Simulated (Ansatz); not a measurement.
**Si$_{3}$H$_{8}$O: molecular dynamics (part 4 of 4)**

The same run, continued: Si$_{3}$H$_{8}$O; RKS B3LYP-D4/6-31G* (Ansatz 0.2.0). It belongs to a series of runs on one base structure; here: dynamics from the start.

Geometry of the input (Å):
```
Si 0.0770  -0.0430  -0.0535
O  -0.2343  -0.4163  1.5335
Si -1.4293  -0.5289  2.6686
H  -2.3727  -1.6298  2.3336
H  -0.8018  -0.8019  3.9849
H  -2.1992  0.7434  2.7441
H  1.5487  0.1139  -0.2018
Si -1.0219  1.9234  -0.7271
H  -2.4987  1.7850  -0.5901
H  -0.5878  3.0988  0.0772
H  -0.7096  2.1910  -2.1601
H  -0.3558  -1.1676  -0.9331
```

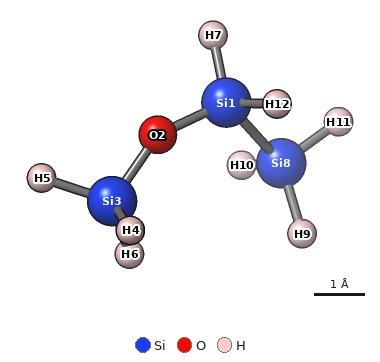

**Figure 1.** The geometry at step 84 of the log (ball-and-stick view, seen at a tilt; atoms are numbered from 1 in the order of the input).

## Trajectory as extended XYZ, continued
```
12
Properties=species:S:1:pos:R:3:forces:R:3 step=66 time_fs=33.0 energy=-25812.44293 temperature=104.2
Si    0.0795   -0.0149   -0.0232    0.2251   0.1808  -0.2005
O    -0.2832   -0.5196    1.5121    0.0093   0.5252   0.1123
Si   -1.4134   -0.5479    2.7145   -0.2644   0.3090   0.0022
H    -2.2500   -1.7529    2.5125   -0.2108   0.0090   0.0357
H    -0.7063   -0.6603    3.9950    0.1492  -0.0388   0.3062
H    -2.2866    0.7052    2.8051    0.3854  -0.5257  -0.2648
H     1.5821    0.0823   -0.1914   -0.4584   0.1096   0.1747
Si   -1.0219    1.9693   -0.7908    1.2092  -0.1329  -0.2363
H    -2.4639    1.8257   -0.7822   -0.7616  -0.1057   0.0211
H    -0.6550    3.1528    0.0409   -0.0206  -0.0015  -0.1037
H    -0.5740    2.1911   -2.2342   -0.1573  -0.0486   0.5965
H    -0.3636   -1.1045   -0.8988   -0.1049  -0.2804  -0.4433
12
Properties=species:S:1:pos:R:3:forces:R:3 step=68 time_fs=34.0 energy=-25812.44160 temperature=103.2
Si    0.0796   -0.0141   -0.0216    0.2005   0.2433  -0.2493
O    -0.2864   -0.5204    1.5093    0.0173   0.5003   0.1818
Si   -1.4114   -0.5482    2.7159   -0.3798   0.3183  -0.0646
H    -2.2564   -1.7491    2.5100   -0.1621   0.0107   0.0659
H    -0.6903   -0.6637    3.9894    0.1010  -0.0113   0.2994
H    -2.3046    0.6992    2.7899    0.4863  -0.5683  -0.2076
H     1.5832    0.0926   -0.1845   -0.4817   0.0791   0.1575
Si   -1.0223    1.9685   -0.7913    1.2660  -0.1107  -0.2399
H    -2.4659    1.8346   -0.7875   -0.7426  -0.1011   0.0061
H    -0.6468    3.1531    0.0348   -0.0375   0.0005  -0.0899
H    -0.5540    2.1886   -2.2300   -0.2007  -0.0585   0.5979
H    -0.3757   -1.0967   -0.8986   -0.0665  -0.3022  -0.4573
12
Properties=species:S:1:pos:R:3:forces:R:3 step=69 time_fs=34.5 energy=-25812.44693 temperature=107.3
Si    0.0797   -0.0137   -0.0208    0.1506   0.2466  -0.2892
O    -0.2880   -0.5206    1.5079    0.0221   0.4854   0.2134
Si   -1.4105   -0.5483    2.7166   -0.4105   0.2891  -0.0819
H    -2.2601   -1.7472    2.5090   -0.1328   0.0145   0.0817
H    -0.6819   -0.6654    3.9876    0.0655   0.0032   0.2756
H    -2.3118    0.6942    2.7815    0.5150  -0.5577  -0.1758
H     1.5820    0.0981   -0.1805   -0.4659   0.0650   0.1454
Si   -1.0224    1.9681   -0.7916    1.2219  -0.1119  -0.2140
H    -2.4697    1.8386   -0.7901   -0.6718  -0.0934  -0.0009
H    -0.6428    3.1533    0.0315   -0.0455   0.0040  -0.0800
H    -0.5447    2.1872   -2.2257   -0.2124  -0.0589   0.5664
H    -0.3821   -1.0938   -0.9001   -0.0362  -0.2859  -0.4407
12
Properties=species:S:1:pos:R:3:forces:R:3 step=71 time_fs=35.5 energy=-25812.46483 temperature=121.0
Si    0.0798   -0.0128   -0.0193   -0.0197   0.2036  -0.3946
O    -0.2912   -0.5209    1.5053    0.0337   0.4513   0.2688
Si   -1.4087   -0.5484    2.7179   -0.4168   0.1689  -0.0893
H    -2.2686   -1.7432    2.5076   -0.0679   0.0241   0.1134
H    -0.6647   -0.6688    3.9861   -0.0230   0.0334   0.1963
H    -2.3227    0.6802    2.7636    0.5264  -0.4741  -0.1082
H     1.5764    0.1095   -0.1714   -0.3809   0.0406   0.1152
Si   -1.0222    1.9672   -0.7923    1.0126  -0.1338  -0.1099
H    -2.4817    1.8461   -0.7954   -0.4332  -0.0710  -0.0131
H    -0.6352    3.1537    0.0242   -0.0606   0.0152  -0.0548
H    -0.5277    2.1840   -2.2132   -0.2143  -0.0510   0.4420
H    -0.3949   -1.0901   -0.9063    0.0436  -0.2072  -0.3656
12
Properties=species:S:1:pos:R:3:forces:R:3 step=73 time_fs=36.5 energy=-25812.48076 temperature=133.1
Si    0.0800   -0.0118   -0.0180   -0.2661   0.1137  -0.5192
O    -0.2943   -0.5209    1.5029    0.0482   0.4118   0.3124
Si   -1.4071   -0.5484    2.7192   -0.3543  -0.0220  -0.0723
H    -2.2777   -1.7390    2.5072   -0.0001   0.0303   0.1433
H    -0.6478   -0.6719    3.9864   -0.1242   0.0634   0.0930
H    -2.3285    0.6618    2.7446    0.4753  -0.3114  -0.0394
H     1.5672    0.1212   -0.1613   -0.2333   0.0223   0.0788
Si   -1.0217    1.9663   -0.7930    0.6967  -0.1721   0.0557
H    -2.4978    1.8530   -0.8008   -0.1210  -0.0458  -0.0221
H    -0.6282    3.1542    0.0164   -0.0742   0.0299  -0.0246
H    -0.5127    2.1802   -2.1965   -0.1874  -0.0327   0.2450
H    -0.4073   -1.0884   -0.9159    0.1403  -0.0874  -0.2507
12
Properties=species:S:1:pos:R:3:forces:R:3 step=74 time_fs=37.0 energy=-25812.48368 temperature=135.4
Si    0.0800   -0.0113   -0.0174   -0.4080   0.0601  -0.5822
O    -0.2959   -0.5208    1.5017    0.0565   0.3901   0.3295
Si   -1.4063   -0.5484    2.7198   -0.3004  -0.1382  -0.0596
H    -2.2823   -1.7368    2.5075    0.0326   0.0303   0.1569
H    -0.6397   -0.6732    3.9870   -0.1749   0.0777   0.0397
H    -2.3297    0.6513    2.7350    0.4271  -0.2038  -0.0060
H     1.5616    0.1272   -0.1559   -0.1414   0.0158   0.0593
Si   -1.0214    1.9658   -0.7933    0.5219  -0.1935   0.1566
H    -2.5065    1.8562   -0.8036    0.0405  -0.0341  -0.0254
H    -0.6249    3.1545    0.0124   -0.0805   0.0375  -0.0085
H    -0.5059    2.1782   -2.1871   -0.1642  -0.0206   0.1254
H    -0.4131   -1.0879   -0.9216    0.1908  -0.0214  -0.1856
12
Properties=species:S:1:pos:R:3:forces:R:3 step=76 time_fs=38.0 energy=-25812.47477 temperature=128.5
Si    0.0800   -0.0103   -0.0164   -0.7026  -0.0468  -0.6983
O    -0.2990   -0.5205    1.4995    0.0748   0.3434   0.3540
Si   -1.4049   -0.5485    2.7211   -0.1592  -0.3959  -0.0347
H    -2.2912   -1.7321    2.5093    0.0919   0.0215   0.1799
H    -0.6249   -0.6753    3.9883   -0.2677   0.1038  -0.0568
H    -2.3291    0.6292    2.7157    0.2919   0.0518   0.0560
H     1.5497    0.1392   -0.1448    0.0612   0.0074   0.0199
Si   -1.0205    1.9648   -0.7940    0.1809  -0.2332   0.3776
H    -2.5232    1.8625   -0.8094    0.3368  -0.0154  -0.0299
H    -0.6190    3.1555    0.0044   -0.0921   0.0513   0.0236
H    -0.4934    2.1741   -2.1678   -0.1036   0.0070  -0.1364
H    -0.4231   -1.0869   -0.9344    0.2875   0.1050  -0.0549
12
Properties=species:S:1:pos:R:3:forces:R:3 step=77 time_fs=38.5 energy=-25812.46319 temperature=119.6
Si    0.0799   -0.0098   -0.0159   -0.8432  -0.0937  -0.7477
O    -0.3005   -0.5202    1.4985    0.0847   0.3184   0.3615
Si   -1.4042   -0.5486    2.7217   -0.0784  -0.5287  -0.0254
H    -2.2953   -1.7297    2.5109    0.1172   0.0121   0.1890
H    -0.6184   -0.6760    3.9888   -0.3066   0.1151  -0.0955
H    -2.3276    0.6182    2.7062    0.2099   0.1920   0.0835
H     1.5439    0.1452   -0.1392    0.1630   0.0051   0.0011
Si   -1.0201    1.9643   -0.7942    0.0290  -0.2484   0.4884
H    -2.5306    1.8655   -0.8123    0.4609  -0.0089  -0.0314
H    -0.6164    3.1562    0.0005   -0.0975   0.0565   0.0387
H    -0.4875    2.1721   -2.1585   -0.0696   0.0208  -0.2681
H    -0.4271   -1.0861   -0.9410    0.3306   0.1597   0.0057
12
Properties=species:S:1:pos:R:3:forces:R:3 step=79 time_fs=39.5 energy=-25812.43179 temperature=95.5
Si    0.0795   -0.0088   -0.0152   -1.0787  -0.1620  -0.8233
O    -0.3036   -0.5196    1.4967    0.1054   0.2652   0.3675
Si   -1.4028   -0.5489    2.7230    0.0806  -0.7747  -0.0189
H    -2.3027   -1.7249    2.5153    0.1565  -0.0163   0.2016
H    -0.6077   -0.6765    3.9890   -0.3632   0.1332  -0.1457
H    -2.3235    0.5979    2.6878    0.0364   0.4702   0.1303
H     1.5336    0.1573   -0.1279    0.3415   0.0020  -0.0322
Si   -1.0192    1.9631   -0.7946   -0.2090  -0.2627   0.6822
H    -2.5417    1.8716   -0.8185    0.6435  -0.0022  -0.0333
H    -0.6119    3.1580   -0.0071   -0.1073   0.0618   0.0651
H    -0.4762    2.1681   -2.1421   -0.0059   0.0441  -0.5012
H    -0.4328   -1.0833   -0.9541    0.4004   0.2414   0.1079
12
Properties=species:S:1:pos:R:3:forces:R:3 step=81 time_fs=40.5 energy=-25812.40262 temperature=73.1
Si    0.0787   -0.0079   -0.0148   -1.2148  -0.1842  -0.8639
O    -0.3066   -0.5188    1.4951    0.1264   0.2084   0.3623
Si   -1.4013   -0.5495    2.7242    0.1984  -0.9510  -0.0340
H    -2.3086   -1.7202    2.5217    0.1793  -0.0552   0.2061
H    -0.6005   -0.6758    3.9879   -0.3864   0.1447  -0.1536
H    -2.3190    0.5821    2.6708   -0.1151   0.7002   0.1663
H     1.5265    0.1695   -0.1169    0.4535  -0.0031  -0.0573
Si   -1.0184    1.9619   -0.7948   -0.3307  -0.2482   0.8003
H    -2.5466    1.8776   -0.8250    0.7273  -0.0035  -0.0345
H    -0.6083    3.1603   -0.0140   -0.1159   0.0584   0.0842
H    -0.4650    2.1646   -2.1304    0.0348   0.0556  -0.6521
H    -0.4346   -1.0782   -0.9662    0.4431   0.2779   0.1761
12
Properties=species:S:1:pos:R:3:forces:R:3 step=82 time_fs=41.0 energy=-25812.39380 temperature=66.3
Si    0.0782   -0.0074   -0.0148   -1.2349  -0.1751  -0.8701
O    -0.3080   -0.5183    1.4943    0.1368   0.1788   0.3558
Si   -1.4006   -0.5499    2.7248    0.2275  -0.9973  -0.0515
H    -2.3109   -1.7180    2.5256    0.1845  -0.0772   0.2052
H    -0.5982   -0.6749    3.9868   -0.3844   0.1478  -0.1408
H    -2.3170    0.5766    2.6628   -0.1690   0.7799   0.1812
H     1.5246    0.1755   -0.1116    0.4750  -0.0078  -0.0662
Si   -1.0180    1.9613   -0.7948   -0.3405  -0.2284   0.8197
H    -2.5466    1.8806   -0.8284    0.7302  -0.0068  -0.0352
H    -0.6070    3.1617   -0.0172   -0.1196   0.0533   0.0907
H    -0.4593    2.1631   -2.1268    0.0411   0.0552  -0.6844
H    -0.4339   -1.0746   -0.9717    0.4532   0.2776   0.1955
12
Properties=species:S:1:pos:R:3:forces:R:3 step=84 time_fs=42.0 energy=-25812.39301 temperature=65.7
Si    0.0768   -0.0066   -0.0148   -1.1722  -0.1144  -0.8530
O    -0.3109   -0.5173    1.4930    0.1564   0.1177   0.3362
Si   -1.3991   -0.5510    2.7261    0.2059  -0.9850  -0.1082
H    -2.3142   -1.7142    2.5349    0.1834  -0.1227   0.1975
H    -0.5965   -0.6720    3.9836   -0.3534   0.1490  -0.0835
H    -2.3145    0.5712    2.6482   -0.2123   0.8435   0.2081
H     1.5241    0.1876   -0.1015    0.4422  -0.0233  -0.0772
Si   -1.0174    1.9599   -0.7946   -0.2529  -0.1642   0.7714
H    -2.5412    1.8866   -0.8354    0.6578  -0.0183  -0.0373
H    -0.6051    3.1649   -0.0229   -0.1255   0.0364   0.0970
H    -0.4477    2.1604   -2.1246    0.0202   0.0413  -0.6538
H    -0.4293   -1.0656   -0.9811    0.4503   0.2398   0.2031
12
Properties=species:S:1:pos:R:3:forces:R:3 step=85 time_fs=42.5 energy=-25812.40053 temperature=71.4
Si    0.0759   -0.0062   -0.0150   -1.0920  -0.0635  -0.8295
O    -0.3123   -0.5168    1.4925    0.1654   0.0866   0.3233
Si   -1.3983   -0.5516    2.7267    0.1523  -0.9244  -0.1472
H    -2.3152   -1.7128    2.5403    0.1780  -0.1445   0.1907
H    -0.5969   -0.6701    3.9816   -0.3254   0.1472  -0.0408
H    -2.3139    0.5716    2.6417   -0.1985   0.8234   0.2212
H     1.5254    0.1935   -0.0967    0.3903  -0.0343  -0.0797
Si   -1.0171    1.9592   -0.7944   -0.1574  -0.1212   0.7067
H    -2.5361    1.8895   -0.8391    0.5835  -0.0260  -0.0389
H    -0.6047    3.1666   -0.0254   -0.1276   0.0253   0.0972
H    -0.4417    2.1591   -2.1258   -0.0063   0.0285  -0.5941
H    -0.4254   -1.0602   -0.9851    0.4377   0.2029   0.1912
12
Properties=species:S:1:pos:R:3:forces:R:3 step=87 time_fs=43.5 energy=-25812.42416 temperature=89.5
Si    0.0739   -0.0054   -0.0154   -0.8534   0.0737  -0.7526
O    -0.3150   -0.5158    1.4915    0.1811   0.0241   0.2921
Si   -1.3967   -0.5532    2.7278   -0.0302  -0.7077  -0.2413
H    -2.3159   -1.7109    2.5524    0.1601  -0.1828   0.1720
H    -0.5999   -0.6651    3.9776   -0.2494   0.1401   0.0650
H    -2.3142    0.5780    2.6301   -0.1072   0.6873   0.2480
H     1.5308    0.2052   -0.0878    0.2323  -0.0613  -0.0804
Si   -1.0165    1.9578   -0.7938    0.1218  -0.0201   0.5171
H    -2.5220    1.8951   -0.8466    0.3656  -0.0445  -0.0440
H    -0.6047    3.1702   -0.0298   -0.1293  -0.0008   0.0928
H    -0.4300    2.1569   -2.1324   -0.0834  -0.0054  -0.4070
H    -0.4144   -1.0480   -0.9918    0.3919   0.0973   0.1383
12
Properties=species:S:1:pos:R:3:forces:R:3 step=89 time_fs=44.5 energy=-25812.44555 temperature=105.9
Si    0.0716   -0.0046   -0.0162   -0.5490   0.2439  -0.6397
O    -0.3176   -0.5147    1.4907    0.1934  -0.0375   0.2547
Si   -1.3951   -0.5550    2.7289   -0.2782  -0.4050  -0.3422
H    -2.3151   -1.7109    2.5661    0.1370  -0.2093   0.1473
H    -0.6054   -0.6588    3.9742   -0.1567   0.1296   0.1828
H    -2.3155    0.5910    2.6210    0.0409   0.4579   0.2745
H     1.5383    0.2162   -0.0795    0.0348  -0.0912  -0.0775
Si   -1.0159    1.9564   -0.7930    0.4815   0.0894   0.2853
H    -2.5044    1.9003   -0.8546    0.0750  -0.0652  -0.0517
H    -0.6059    3.1738   -0.0332   -0.1273  -0.0284   0.0845
H    -0.4190    2.1546   -2.1429   -0.1759  -0.0434  -0.1708
H    -0.3997   -1.0349   -0.9972    0.3244  -0.0409   0.0529
12
Properties=species:S:1:pos:R:3:forces:R:3 step=90 time_fs=45.0 energy=-25812.45128 temperature=110.3
Si    0.0704   -0.0042   -0.0166   -0.3883   0.3340  -0.5731
O    -0.3189   -0.5141    1.4903    0.1983  -0.0675   0.2339
Si   -1.3943   -0.5560    2.7294   -0.4100  -0.2401  -0.3877
H    -2.3142   -1.7115    2.5735    0.1251  -0.2168   0.1333
H    -0.6087   -0.6552    3.9730   -0.1089   0.1238   0.2390
H    -2.3161    0.5993    2.6174    0.1229   0.3247   0.2865
H     1.5424    0.2214   -0.0757   -0.0657  -0.1054  -0.0755
Si   -1.0156    1.9557   -0.7925    0.6728   0.1429   0.1676
H    -2.4951    1.9027   -0.8588   -0.0855  -0.0757  -0.0565
H    -0.6069    3.1755   -0.0346   -0.1246  -0.0415   0.0798
H    -0.4141    2.1533   -2.1489   -0.2213  -0.0615  -0.0497
H    -0.3912   -1.0284   -0.9997    0.2852  -0.1168   0.0023
12
Properties=species:S:1:pos:R:3:forces:R:3 step=92 time_fs=46.0 energy=-25812.45089 temperature=110.1
Si    0.0679   -0.0032   -0.0177   -0.0801   0.5056  -0.4305
O    -0.3213   -0.5131    1.4897    0.2057  -0.1249   0.1884
Si   -1.3929   -0.5580    2.7302   -0.6565   0.0807  -0.4509
H    -2.3115   -1.7145    2.5892    0.1038  -0.2187   0.1024
H    -0.6161   -0.6470    3.9726   -0.0212   0.1121   0.3305
H    -2.3161    0.6179    2.6123    0.2776   0.0540   0.3048
H     1.5497    0.2310   -0.0686   -0.2476  -0.1291  -0.0710
Si   -1.0147    1.9543   -0.7916    1.0311   0.2392  -0.0493
H    -2.4776    1.9069   -0.8675   -0.4006  -0.0954  -0.0663
H    -0.6100    3.1785   -0.0369   -0.1160  -0.0639   0.0714
H    -0.4060    2.1503   -2.1610   -0.2994  -0.0920   0.1724
H    -0.3722   -1.0165   -1.0047    0.2032  -0.2675  -0.1020
12
Properties=species:S:1:pos:R:3:forces:R:3 step=94 time_fs=47.0 energy=-25812.44138 temperature=102.9
Si    0.0654   -0.0020   -0.0189    0.1766   0.6382  -0.2955
O    -0.3236   -0.5121    1.4892    0.2106  -0.1776   0.1383
Si   -1.3917   -0.5599    2.7310   -0.8457   0.3534  -0.4561
H    -2.3079   -1.7195    2.6060    0.0889  -0.2025   0.0692
H    -0.6237   -0.6378    3.9753    0.0433   0.1009   0.3748
H    -2.3136    0.6370    2.6101    0.3953  -0.1883   0.3122
H     1.5547    0.2394   -0.0622   -0.3815  -0.1427  -0.0663
Si   -1.0135    1.9530   -0.7908    1.2880   0.3131  -0.2243
H    -2.4639    1.9102   -0.8769   -0.6489  -0.1115  -0.0730
H    -0.6141    3.1810   -0.0385   -0.1030  -0.0785   0.0662
H    -0.4008    2.1464   -2.1714   -0.3503  -0.1113   0.3439
H    -0.3512   -1.0071   -1.0106    0.1268  -0.3933  -0.1894
12
Properties=species:S:1:pos:R:3:forces:R:3 step=95 time_fs=47.5 energy=-25812.43744 temperature=100.0
Si    0.0641   -0.0014   -0.0195    0.2762   0.6800  -0.2391
O    -0.3247   -0.5117    1.4890    0.2123  -0.2018   0.1117
Si   -1.3912   -0.5608    2.7313   -0.9104   0.4629  -0.4313
H    -2.3057   -1.7228    2.6146    0.0844  -0.1879   0.0520
H    -0.6273   -0.6329    3.9780    0.0634   0.0955   0.3740
H    -2.3110    0.6460    2.6101    0.4345  -0.2896   0.3111
H     1.5559    0.2431   -0.0592   -0.4247  -0.1446  -0.0639
Si   -1.0127    1.9524   -0.7903    1.3550   0.3398  -0.2929
H    -2.4593    1.9115   -0.8819   -0.7266  -0.1178  -0.0734
H    -0.6165    3.1820   -0.0390   -0.0950  -0.0823   0.0653
H    -0.3994    2.1440   -2.1755   -0.3633  -0.1160   0.4049
H    -0.3402   -1.0037   -1.0143    0.0942  -0.4382  -0.2184
12
Properties=species:S:1:pos:R:3:forces:R:3 step=97 time_fs=48.5 energy=-25812.43886 temperature=101.1
Si    0.0617    0.0001   -0.0209    0.4071   0.6999  -0.1614
O    -0.3268   -0.5109    1.4886    0.2147  -0.2454   0.0561
Si   -1.3904   -0.5626    2.7318   -0.9727   0.6194  -0.3244
H    -2.3008   -1.7306    2.6322    0.0816  -0.1471   0.0170
H    -0.6342   -0.6223    3.9860    0.0776   0.0839   0.3241
H    -2.3025    0.6618    2.6124    0.4681  -0.4419   0.2986
H     1.5552    0.2495   -0.0537   -0.4578  -0.1378  -0.0591
Si   -1.0108    1.9513   -0.7896    1.3370   0.3710  -0.3908
H    -2.4553    1.9131   -0.8923   -0.7611  -0.1260  -0.0646
H    -0.6221    3.1833   -0.0396   -0.0766  -0.0823   0.0672
H    -0.3992    2.1385   -2.1806   -0.3622  -0.1150   0.4715
H    -0.3176   -1.0002   -1.0231    0.0441  -0.4787  -0.2341
12
Properties=species:S:1:pos:R:3:forces:R:3 step=98 time_fs=49.0 energy=-25812.44549 temperature=106.2
Si    0.0605    0.0009   -0.0216    0.4372   0.6752  -0.1433
O    -0.3278   -0.5105    1.4884    0.2154  -0.2646   0.0274
Si   -1.3902   -0.5634    2.7320   -0.9703   0.6655  -0.2445
H    -2.2980   -1.7351    2.6411    0.0829  -0.1220  -0.0006
H    -0.6374   -0.6167    3.9913    0.0727   0.0772   0.2767
H    -2.2966    0.6681    2.6146    0.4619  -0.4903   0.2873
H     1.5532    0.2522   -0.0511   -0.4468  -0.1289  -0.0566
Si   -1.0096    1.9508   -0.7893    1.2500   0.3759  -0.4200
H    -2.4560    1.9135   -0.8977   -0.7155  -0.1281  -0.0545
H    -0.6251    3.1837   -0.0397   -0.0664  -0.0788   0.0700
H    -0.4005    2.1353   -2.1815   -0.3480  -0.1094   0.4760
H    -0.3061   -1.0002   -1.0284    0.0271  -0.4716  -0.2179
12
Properties=species:S:1:pos:R:3:forces:R:3 step=100 time_fs=50.0 energy=-25812.46793 temperature=123.4
Si    0.0583    0.0027   -0.0230    0.4302   0.5581  -0.1476
O    -0.3297   -0.5100    1.4881    0.2156  -0.2975  -0.0308
Si   -1.3899   -0.5648    2.7323   -0.9031   0.6941  -0.0440
H    -2.2919   -1.7448    2.6588    0.0885  -0.0658  -0.0355
H    -0.6432   -0.6049    4.0035    0.0453   0.0607   0.1483
H    -2.2816    0.6773    2.6210    0.4041  -0.5282   0.2553
H     1.5461    0.2566   -0.0465   -0.3712  -0.1005  -0.0513
Si   -1.0071    1.9499   -0.7887    0.9399   0.3662  -0.4383
H    -2.4624    1.9133   -0.9090   -0.5171  -0.1287  -0.0224
H    -0.6317    3.1838   -0.0393   -0.0449  -0.0657   0.0782
H    -0.4053    2.1282   -2.1800   -0.2935  -0.0881   0.4273
H    -0.2830   -1.0034   -1.0404    0.0062  -0.4046  -0.1392
```

## Summary

| quantity | value |
| --- | --- |
| outcome | finished |
| mean temperature over the second half | 102 K |
| trajectory | 100 steps, 50 fs |
| ensemble | nve |
| temperature in the input | 200.0 K |
| time step | 0.5 fs |
| potential energy (last step) | −25812.4682 eV |
| mean-field energy (last step) | −25812.0322 eV |
| largest force (length of the vector) (last step) | 1.140 eV/Å |
| hardware | 1 thread of Arm Neoverse V2, 24 GiB of memory available, shared host |
| wall time | 7.9 min |
| peak memory | 0.18 GiB |

## Remarks

So short a trajectory is not equilibrated.
